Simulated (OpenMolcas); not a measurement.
# [CoH10O5F]2+ ([CoF(H2O)5]2+): an attempt with OpenMolcas

Wanted: the excited states of [CoH10O5F]2+ ([CoF(H2O)5]2+).

The results are computed with OpenMolcas 26.06.

### 1 The structure to begin with

[CoH10O5F]2+ has 17 atoms, charge +2, and is taken as a quintet. As SMILES, `[OH2]->[Co+2](<-[OH2])(<-[OH2])(<-[OH2])(<-[OH2])[F]`. Geometry: a GFN2-xTB relaxation, a rough one for these elements and not checked as a minimum. This is one conformer, not always the lowest.

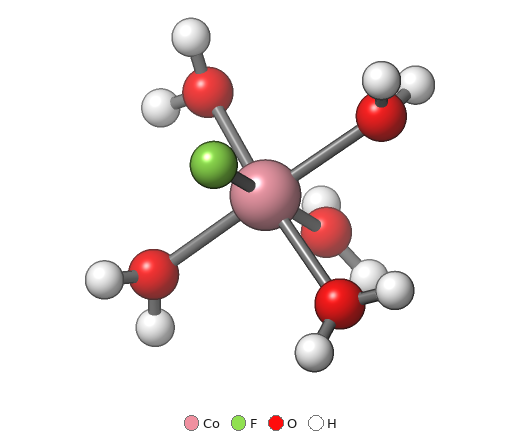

The structure, seen from a chosen angle (cobalt pink, fluorine green, oxygen red, hydrogen white).

### 2 The input as written

The input, step12.input:

```
&gateway
coord
17
bohr
Co     0.05878938     0.00109604     0.71934315
F      0.34546083    -0.04898170     4.05996320
O     -0.26074441     0.11238201    -3.19331590
H     -0.42974262     1.64347591    -4.17867579
H     -0.39833537    -1.29720250    -4.34911019
O      4.12391153    -0.39079536     0.20221959
H      5.12627896     0.30447267    -1.16021625
H      5.18848874    -0.43391891     1.68484202
O     -4.04654614     0.29644134     0.88465639
H     -4.85839138     0.22765531     2.51879705
H     -5.19771060    -0.47061739    -0.31295754
O      0.02549241     4.06667172     0.30530415
H      1.32768378     5.17121664     0.95686282
H     -1.56767900     4.92402157     0.57067839
O     -0.08968640    -4.06512215     0.19870470
H     -0.74785911    -5.12731830     1.53224663
H      1.40060831    -4.91347690    -0.43939912
basis = ANO-RCC-VDZ
group = NoSym
ricd
&seward
&rasscf
fileorb = $CurrDir/step2.RasOrb
spin = 5
nactel = 6 0 0
inactive = 39
ras2 = 5
ciroot = 5 5 1
orblisting = Nothing
orbappear = Compact
&caspt2
multistate = all
frozen = 84
```

The run is started by

```sh
export MOLCAS_MEM=1860
pymolcas step12.input > step12.log
```

The log of the run:

```text
--- Start Module: gateway ---

                                              &GATEWAY

                       available to each process: 1.9 GB of memory, 1 thread

++    Symmetry information:
      ---------------------

                    Character Table for C1

                             E
                    a        1  x, y, xy, Rz, z, xz, Ry, yz, Rx, I
--

++    Basis set information:
      ----------------------

      Basis set label: CO.ANO-RCC...5S4P2D.

      Electronic valence basis set:
      ------------------
      Associated Effective Charge  27.000000 au
      Associated Actual Charge     27.000000 au
      Nuclear Model: Point charge

      Shell  nPrim  nBasis  Cartesian Spherical Contaminant
         s      21       5        X
         p      15       4        X
         d      10       2                 X

      Basis set label: F.ANO-RCC...3S2P.

      Electronic valence basis set:
      ------------------
      Associated Effective Charge   9.000000 au
      Associated Actual Charge      9.000000 au
      Nuclear Model: Point charge

      Shell  nPrim  nBasis  Cartesian Spherical Contaminant
         s      14       3        X
         p       9       2        X

      Basis set label: O.ANO-RCC...3S2P.

[... 292 lines left out ...]
      Convergence after  4 iterations
[... 12 lines left out ...]
      conf/sym  11111     Coeff  Weight
[... 13 lines left out ...]
      printout of CI-coefficients larger than  0.05 for root  3
[... 9 lines left out ...]
      energy=   -1871.256528
[... 9 lines left out ...]
      conf/sym  11111     Coeff  Weight
[... 15 lines left out ...]
      Natural orbitals and occupation numbers for root  4
[... 13 lines left out ...]
      RASSCF energy for state  5                  -1871.22082931
[... 14 lines left out ...]
::    RASSCF root number  3 Total energy:  -1871.26779468
[... 36 lines left out ...]
      Dipole Moment (debye):
[... 241 lines left out ...]
      Dipole Moment (debye):
[... 241 lines left out ...]
      Dipole Moment (debye):
[... 87 lines left out ...]
      Average orbitals are written to the RASORB file
      Natural orbitals for root   1 are written to the RASORB.1 file
      Natural orbitals for root   2 are written to the RASORB.2 file
      Natural orbitals for root   3 are written to the RASORB.3 file
      Natural orbitals for root   4 are written to the RASORB.4 file
      Natural orbitals for root   5 are written to the RASORB.5 file
      Spin density orbitals for root   1 are written to the SPDORB.1 file
      Spin density orbitals for root   2 are written to the SPDORB.2 file
      Spin density orbitals for root   3 are written to the SPDORB.3 file
      Spin density orbitals for root   4 are written to the SPDORB.4 file
      Spin density orbitals for root   5 are written to the SPDORB.5 file

--- Stop Module: rasscf /rc=_RC_ALL_IS_WELL_ ---
           step12.LoProp.molden step12.RasOrb step12.RasOrb.1 step12.RasOrb.2 step12.RasOrb.3 step12.RasOrb.4 step12.RasOrb.5 step12.rasscf.h5 step12.SpdOrb.1 step12.SpdOrb.2
           step12.SpdOrb.3 step12.SpdOrb.4 step12.SpdOrb.5 xmldump
--- Module rasscf spent 5 seconds ---

--- Start Module: caspt2 ---

                                              &CASPT2

                       available to each process: 1.9 GB of memory, 1 thread

 ###############################################################################
 ###    WARNING: User changed nr of frozen orbitals.                         ###
 ###############################################################################
 ###    ERROR: Too many frozen orbitals!                                     ###
 ###############################################################################
--- Stop Module: caspt2 /rc=_RC_INPUT_ERROR_ ---

.####################.
.# User input error #.
.####################.

    Timing: Wall=10.76 User=9.85 System=0.89
```

It took 11 s on 1 thread of Arm Neoverse V1, shared host; peak memory 0.16 GiB.

### 3 What went wrong

The program broke off before the end.

The telling line is `ERROR: Too many frozen orbitals`. What is wrong: too many or the wrong orbitals are frozen. To mend it: frozen core orbitals default in place of 84.
